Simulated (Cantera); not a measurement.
Feed: 1 mol SiCl4, 0.21 mol Cl2, 31 mol H2, held at 0.950 bar.

Equilibrium computed with Cantera from the NASA thermochemical tables; the gas is ideal and each condensed phase is pure. Candidate condensed phases: Si; 19 gas species. The tables' values for SiCl3 are old estimates; treat these amounts as uncertain. Equilibrium is a limit: real reactors are often held back by kinetics, nucleation or transport.

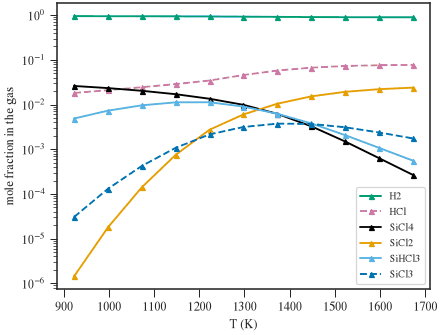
Fig. 1. Equilibrium gas composition (values under 1e-9 drawn at 1e-9)

Task: Read off the mole fractions at 1148 K.

Result: H2 about 0.94, HCl about 0.029, SiCl4 about 0.017, SiHCl3 about 0.011, SiCl3 about 0.0011, SiCl2 about 0.00075.
